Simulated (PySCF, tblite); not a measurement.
**CH3ClFOSi radical, a small gas-phase stand-in for a defect centre (C site with back bonds O[SiH3], F, Cl): EPR parameters**

What EPR parameters should one expect for `F[C](Cl)O[SiH3]`? It is drawn as: dangling bond.

Computed with tblite 0.8.0 and PySCF 2.14.0; each step states its level. No surroundings beyond the atoms listed, unless a continuum is named. Atoms count from 0, parts from 1.

### 1 The system as given

8 atoms, charge 0, multiplicity 2; geometry: distance geometry start.

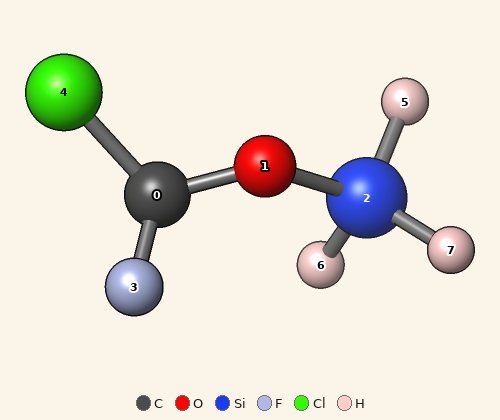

The starting geometry (carbon dark grey, oxygen red, silicon blue, fluorine light blue, chlorine green, hydrogen pink), atoms numbered.

### 2 Relaxing the cluster with GFN2-xTB

The job: settings as JSON, then the geometry in Å.

```
{"job": {"kind": "relax", "xc": "GFN2-xTB", "basis": "xTB"}, "charge": 0, "multiplicity": 2}
C      0.616158     1.164210     0.263044
O     -0.715616     0.923478    -0.069169
Si    -1.438935    -0.675220    -0.348037
F      1.399097     1.324839    -0.760541
Cl     0.905357     2.198259     1.637402
H     -2.396325    -0.959440     0.676646
H     -0.396986    -1.640972    -0.290857
H     -2.060577    -0.695237    -1.595272
```

Method: GFN2-xTB geometry optimisation, gas phase.

The run is started by

```
> OMP_NUM_THREADS=1 python cluster_run.py task.json out
```

This one command runs all jobs of the session in turn.

What it wrote:

```text
step      E/eV     max force
  0    -509.39753    3.466
  1    -509.63769    1.036
  2    -509.69056    0.739
  3    -509.71715    0.607
  4    -509.73756    0.784
  5    -509.77274    0.635
  6    -509.79764    0.543
  7    -509.81349    0.327
  8    -509.81938    0.245
  9    -509.82432    0.208
 10    -509.82849    0.202
 11    -509.83204    0.183
 12    -509.83515    0.180
 13    -509.83836    0.190
 14    -509.84208    0.225
 15    -509.84655    0.270
 16    -509.85188    0.258
 17    -509.85845    0.283
 18    -509.86549    0.264
 19    -509.87122    0.270
 20    -509.87690    0.215
 21    -509.88048    0.150
 22    -509.88339    0.162
 23    -509.88741    0.216
 24    -509.89315    0.294
 25    -509.90140    0.386
 26    -509.91289    0.428
 27    -509.92343    0.505
 28    -509.92785    0.770
 29    -509.94986    0.335
 30    -509.95205    0.208
 31    -509.95751    0.159
 32    -509.96059    0.236
 33    -509.96308    0.183
 34    -509.96711    0.139
 35    -509.96926    0.101
 36    -509.97175    0.100
 37    -509.97325    0.125
 38    -509.97461    0.108
 39    -509.97564    0.092
 40    -509.97639    0.091
 41    -509.97701    0.087
 42    -509.97746    0.054
 43    -509.97780    0.071
 44    -509.97820    0.069
 45    -509.97866    0.067
 46    -509.97905    0.058
 47    -509.97929    0.045
 48    -509.97946    0.047
 49    -509.97969    0.060
 50    -509.98014    0.081
 51    -509.98107    0.105
 52    -509.98274    0.121
 53    -509.98454    0.148
 54    -509.98635    0.130
 55    -509.98762    0.101
 56    -509.98852    0.089
 57    -509.98935    0.088
 58    -509.99026    0.108
 59    -509.99095    0.071
 60    -509.99124    0.037
 61    -509.99132    0.036
 62    -509.99159    0.048
 63    -509.99189    0.058
 64    -509.99224    0.048
 65    -509.99239    0.028
 66    -509.99245    0.025
 67    -509.99252    0.028
 68    -509.99267    0.042
 69    -509.99299    0.074
 70    -509.99370    0.112
 71    -509.99482    0.152
 72    -509.99613    0.171
 73    -509.99799    0.133
 74    -509.99966    0.130
 75    -510.00103    0.158
 76    -510.00184    0.151
 77    -510.00297    0.112
 78    -510.00361    0.057
 79    -510.00418    0.064
 80    -510.00454    0.077
 81    -510.00471    0.095
 82    -510.00489    0.028
 83    -510.00500    0.016
 84    -510.00506    0.030
 85    -510.00509    0.021
 86    -510.00510    0.010
 87    -510.00511    0.008
```

It took 1.4 s on 1 thread of Arm Neoverse V1, shared host.

Along the way:

```tsv
step	energy from step 0 (eV)	largest force (eV/Å)
0	0.0000	3.4661
3	-0.3196	0.6068
6	-0.4001	0.5430
9	-0.4268	0.2077
12	-0.4376	0.1805
15	-0.4490	0.2699
18	-0.4680	0.2645
21	-0.4829	0.1502
24	-0.4956	0.2944
27	-0.5259	0.5043
30	-0.5545	0.2086
33	-0.5655	0.1835
36	-0.5742	0.0995
39	-0.5781	0.0922
42	-0.5799	0.0542
45	-0.5811	0.0671
48	-0.5819	0.0466
51	-0.5835	0.1049
54	-0.5888	0.1300
57	-0.5918	0.0877
60	-0.5937	0.0371
63	-0.5944	0.0585
66	-0.5949	0.0253
69	-0.5955	0.0742
72	-0.5986	0.1713
75	-0.6035	0.1580
78	-0.6061	0.0580
81	-0.6072	0.0946
84	-0.6075	0.0297
87	-0.6076	0.0073
```

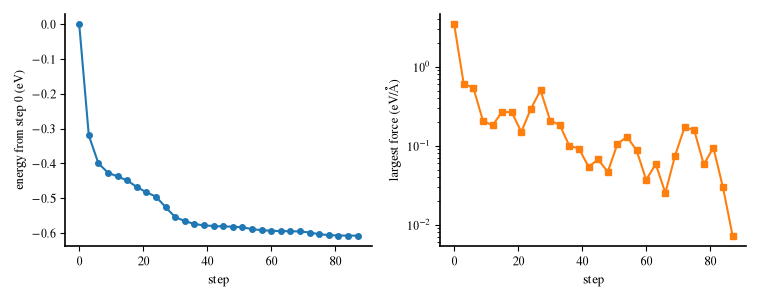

Energy and force, step by step.

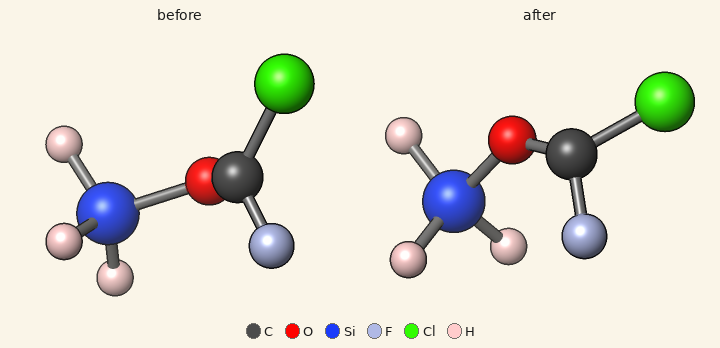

Before and after, at one scale.

Close pairs (by a distance rule), those that changed most:

```tsv
bond	before (Å)	after (Å)	change (Å)
O1–Si2	1.777	1.663	-0.114
C0–O1	1.394	1.303	-0.091
Si2–H7	1.394	1.461	+0.067
C0–F3	1.299	1.362	+0.063
Si2–H6	1.422	1.459	+0.037
Si2–H5	1.431	1.452	+0.021
C0–Cl4	1.744	1.724	-0.020
```

### 3 Geometry optimisation at PBE0-D3(BJ)/def2-SVP

The job: settings as JSON, then the geometry in Å.

```
{"job": {"xc": "PBE0", "basis": "def2-SVP", "d3": "d3bj", "grid": 2, "kind": "geom", "shake": 0.01}, "charge": 0, "multiplicity": 2}
C      1.149570     0.816779     0.562402
O      0.042831     0.131607     0.730603
Si    -0.862093    -0.866372    -0.261762
F      1.803343     0.643242    -0.629529
Cl     1.050102     2.510670     0.947415
H     -1.836179    -1.250348     0.730999
H      0.036192    -1.938561    -0.727103
H     -1.337689    -0.075570    -1.380926
```

What it wrote:

```text
step   0  E = -963.73663703  max force = 0.018015
step   1  E = -963.74251678  max force = 0.007282
step   2  E = -963.74248945  max force = 0.007789
step   3  E = -963.74288336  max force = 0.002184
step   4  E = -963.74291568  max force = 0.000693
step   5  E = -963.74292363  max force = 0.000545
step   6  E = -963.74292989  max force = 0.000303
optimisation converged
```

Wall time 48 s (1 thread of Arm Neoverse V1, shared host); peak memory 0.46 GiB.

Relaxation path:

```tsv
step	energy from step 0 (eV)	largest force component (eV/Å)
0	0.0000	0.9264
1	-0.1600	0.3745
2	-0.1593	0.4005
3	-0.1700	0.1123
4	-0.1709	0.0356
5	-0.1711	0.0280
6	-0.1712	0.0156
```

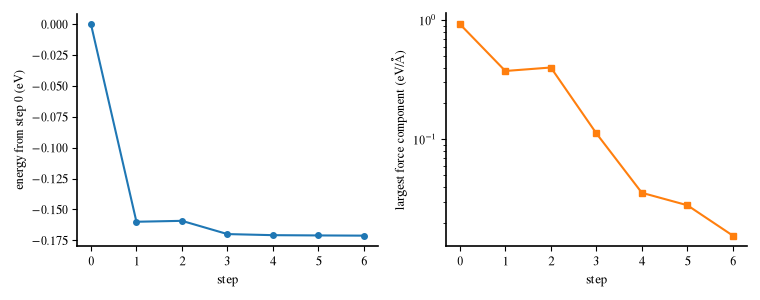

Energy and largest force along the relaxation.

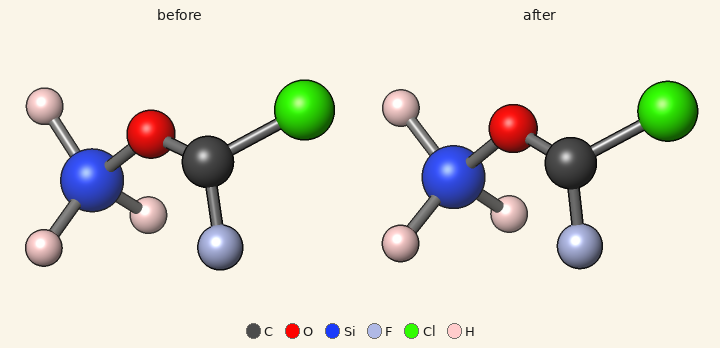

The geometry before (left) and after (right).

Close pairs (by a distance rule), those that changed most:

```tsv
bond	before (Å)	after (Å)	change (Å)
Si2–H5	1.443	1.483	+0.040
Si2–H7	1.451	1.489	+0.038
O1–Si2	1.673	1.706	+0.033
C0–F3	1.370	1.339	-0.031
Si2–H6	1.474	1.487	+0.013
C0–O1	1.312	1.319	+0.006
C0–Cl4	1.740	1.745	+0.005
```

The final coordinates are the input of the step that follows.

```tsv
at the end point	value
point group (found at 0.08 Å tolerance)	C1
rotational constants (GHz, main isotopes)	7.499, 1.690, 1.464
dipole moment (D)	2.08
⟨S²⟩	0.753
```

### 4 EPR parameters: B3LYP/IGLO-III+pcH-1

The job: settings as JSON, then the geometry in Å.

```
{"job": {"kind": "epr"}, "charge": 0, "multiplicity": 2}
C      1.188359     0.842688     0.524603
O      0.092795     0.171118     0.821959
Si    -0.807155    -0.849138    -0.207108
F      1.598612     0.648414    -0.735354
Cl     1.163949     2.535446     0.946471
H     -1.923134    -1.317782     0.649675
H      0.042927    -1.985086    -0.653792
H     -1.310224    -0.073993    -1.374081
```

With the program's defaults for keys left out, this is: UKS B3LYP, IGLO-III on C Cl F O Si, pcH-1 on H, non-relativistic, mean-field spin-orbit, GIAO.

What it wrote:

```text
UKS, coarse grid
  cycle   1  E = -964.66421570  |g| = 6.17e-01
  cycle   2  E = -964.42172578  |g| = 1.04e+00
  cycle   3  E = -964.78414802  |g| = 9.31e-02
  cycle   4  E = -964.78634111  |g| = 6.37e-02
  cycle   5  E = -964.78758262  |g| = 1.59e-02
  cycle   6  E = -964.78767909  |g| = 4.03e-03
  cycle   7  E = -964.78768748  |g| = 8.69e-04
UKS, final grid
  cycle   1  E = -964.78770307  |g| = 7.45e-04
  cycle   2  E = -964.78770288  |g| = 1.18e-03
  cycle   3  E = -964.78770335  |g| = 1.55e-04
  cycle   4  E = -964.78770336  |g| = 7.98e-05
  cycle   5  E = -964.78770336  |g| = 5.04e-05
  cycle   6  E = -964.78770336  |g| = 5.99e-06
E = -964.78770336 Eh   <S^2> = 0.7527 (exact 0.7500)
g shifts (ppm)      1          2          3
  rmc          -255       -255       -255
  gc             13          9         13
  oz_so        -608       2641       4431
  total        -849       2395       4189
hyperfine (MHz)  atom isotope    a_iso     a_fc   dipolar eigenvalues
    0   13C     587.68     587.50    -65.38    -64.92    130.29
    1   17O     -64.52     -64.44    -35.53     17.18     18.36
    2  29Si      -8.04      -8.08     -5.35      2.20      3.15
    3   19F     290.02     288.41   -172.89   -157.28    330.17
    4  35Cl      49.63      49.50    -29.18    -23.83     53.01
    5    1H      -1.40      -1.40     -1.67     -1.46      3.14
    6    1H       0.75       0.75     -1.97     -1.77      3.74
    7    1H      16.06      16.06     -1.92     -1.22      3.14
```

It took 42 s on 1 thread of Arm Neoverse V1, shared host; peak memory 0.81 GiB.

Principal g values 2.00147, 2.00471, 2.00651; g(iso) = 2.00423, against 2.00232 for a free electron.

Hyperfine couplings, nucleus by nucleus at this fixed geometry (no averaging over rotations):

```tsv
nuclei	isotope	a(iso) (MHz)	a(iso) (G, at g = 2.0023)	largest dipolar term (MHz)
C0	13C	587.7	209.7	130.3
F3	19F	290.0	103.5	330.2
O1	17O	-64.5	-23.0	-35.5
Cl4	35Cl	49.6	17.7	53.0
H7	1H	16.1	5.7	3.1
Si2	29Si	-8.0	-2.9	-5.4
H5	1H	-1.4	-0.5	3.1
H6	1H	0.7	0.3	3.7
```

Mulliken spin populations:

```tsv
atom	value (e)
C0	0.80
O1	0.05
Si2	0.01
F3	0.03
Cl4	0.11
H5	0.00
H6	0.00
H7	0.01
```

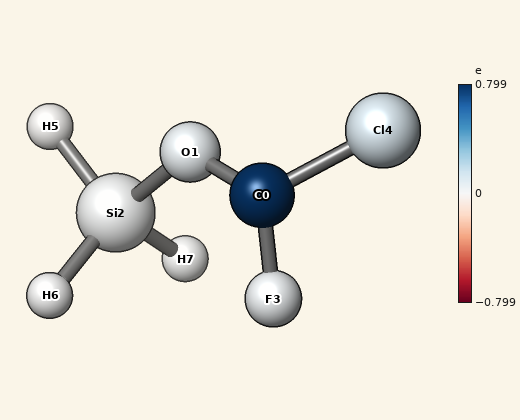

Mulliken spin populations, as colours on the atoms.

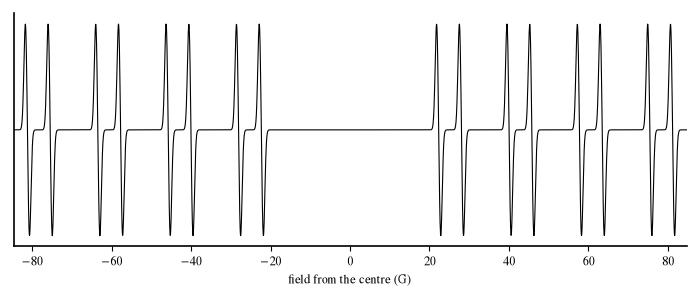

First-order isotropic spectrum (first derivative, main isotopes with spin only, couplings over 0.8 MHz, Gaussian width 0.4 G; couplings of the frozen geometry, rotation of groups not averaged beyond the rows shown).

The fields below are evaluated on a grid from the run's orbitals.

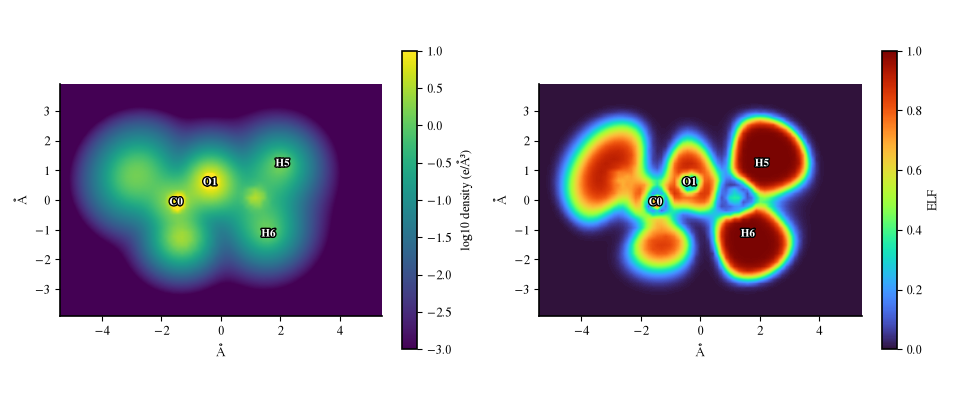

Density (left) and ELF (right) in a plane through or near 4 of the atoms.

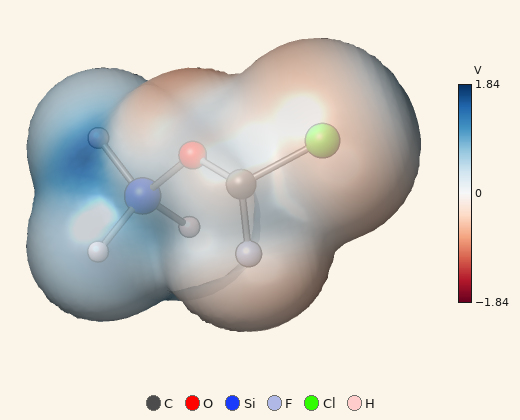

The potential that a unit positive charge feels on the 0.002 e/bohr³ surface, from -0.52 V near O1 to 1.84 V near Si2.

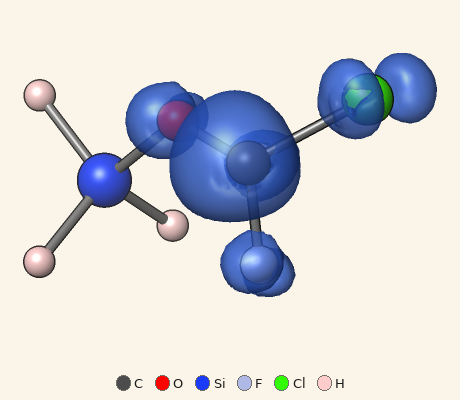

Spin density at ±0.05 e/Å³ (alpha excess blue, beta excess red).

### 5 g tensor and hyperfine couplings: BHandHLYP/IGLO-III+pcH-1

Same as in step 4 but for these lines:

```diff
@@ -1,2 +1,2 @@
-{"job": {"kind": "epr"}, "charge": 0, "multiplicity": 2}
+{"job": {"kind": "epr", "xc": "BHandHLYP"}, "charge": 0, "multiplicity": 2}
 C      1.188359     0.842688     0.524603
```

Level: UKS BHandHLYP, IGLO-III on C Cl F O Si, pcH-1 on H, non-relativistic, mean-field spin-orbit, GIAO.

What it wrote:

```text
UKS, coarse grid
  cycle   1  E = -964.52175142  |g| = 5.75e-01
  cycle   2  E = -964.49422783  |g| = 6.79e-01
  cycle   3  E = -964.64748975  |g| = 4.53e-02
  cycle   4  E = -964.64874921  |g| = 2.29e-02
  cycle   5  E = -964.64905864  |g| = 1.18e-02
  cycle   6  E = -964.64914342  |g| = 4.00e-03
  cycle   7  E = -964.64916332  |g| = 1.52e-03
  cycle   8  E = -964.64916664  |g| = 6.95e-04
UKS, final grid
  cycle   1  E = -964.64917276  |g| = 5.70e-04
  cycle   2  E = -964.64917287  |g| = 5.56e-04
  cycle   3  E = -964.64917300  |g| = 1.10e-04
  cycle   4  E = -964.64917303  |g| = 3.54e-05
  cycle   5  E = -964.64917303  |g| = 8.17e-06
E = -964.64917303 Eh   <S^2> = 0.7547 (exact 0.7500)
g shifts (ppm)      1          2          3
  rmc          -257       -257       -257
  gc             11         10         17
  oz_so        -624       2368       4166
  total        -870       2122       3926
hyperfine (MHz)  atom isotope    a_iso     a_fc   dipolar eigenvalues
    0   13C     621.85     621.67    -70.20    -69.04    139.24
    1   17O     -64.12     -64.05    -35.78     17.24     18.54
    2  29Si      -5.14      -5.17     -4.51      1.73      2.78
    3   19F     314.50     313.05   -175.67   -151.98    327.66
    4  35Cl      46.75      46.66    -30.04    -22.00     52.04
    5    1H      -1.19      -1.19     -1.62     -1.46      3.08
    6    1H       0.08       0.08     -1.96     -1.83      3.80
    7    1H      13.25      13.25     -1.84     -1.32      3.15
```

Run time: 43 s. Hardware: 1 thread of Arm Neoverse V1, shared host; peak memory 0.74 GiB.

In short: g(iso) 2.00405.

### 6 Comparing the runs: EPR parameters

g, ⟨S²⟩ and isotropic hyperfine couplings (MHz), with basis size and wall time:

```tsv
run	g(iso)	⟨S²⟩	13C C0	19F F3	17O O1	35Cl Cl4	1H H7	functions	time
B3LYP/IGLO-III+pcH-1	2.00423	0.753	587.7	290.0	-64.5	49.6	16.1	223	42 s
BHandHLYP/IGLO-III+pcH-1	2.00405	0.755	621.8	314.5	-64.1	46.7	13.3	223	43 s
```

### 7 Outcome

| quantity | value |
| --- | --- |
| point group | C1 |
| rotational constants (main isotopes) | 7.50, 1.69, 1.46 GHz |
| g(iso) (B3LYP) | 2.00423 |
| ⟨S²⟩ | 0.753 (exact 0.75) |
| largest a(iso) | 13C on C0, 587.7 MHz |
| potential on the surface of density 0.002 e/bohr³, 1st and 99th percentile | -0.52 V and 1.84 V |

In words: The start of the PBE0/def2-SVP relaxation was shaken at random by about 0.01 Å, so part of the energy gained, and of the first lengths quoted, undoes that. Over 6 steps the energy fell by 0.171 eV; of the close pairs, Si2–H5 changed most, 1.443 to 1.483 Å (PBE0/def2-SVP). Most of the unpaired spin sits on C0 (0.80 e). The isotropic g lies 1.9 ppt above the free-electron value. The coupling of 13C on C0 runs from 587.7 (B3LYP/IGLO-III+pcH-1) to 621.8 MHz (BHandHLYP/IGLO-III+pcH-1).
